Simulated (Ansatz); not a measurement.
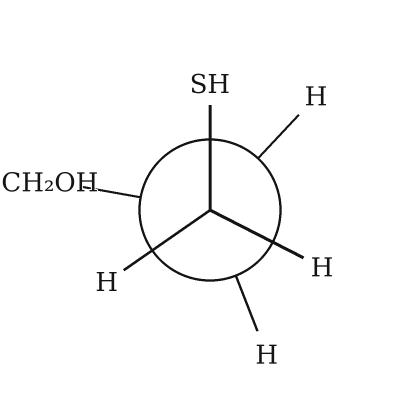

A Newman projection along the Si–C bond, silicon in front; angles are drawn as computed, but eclipsed bonds slightly apart. The geometry was computed by an optimisation with PBE-D4/def2-SVP. No frequency run is at hand to confirm it as a minimum.

Which molecule is it?

Answer. C2H8OSSi, OCC[SiH2]S

What is the torsion angle from the front SH to the back CH2OH? The sign is positive where the front bond must turn clockwise to cover the back bond.

Answer. −80°, synclinal (gauche). The conformation about this bond is staggered.
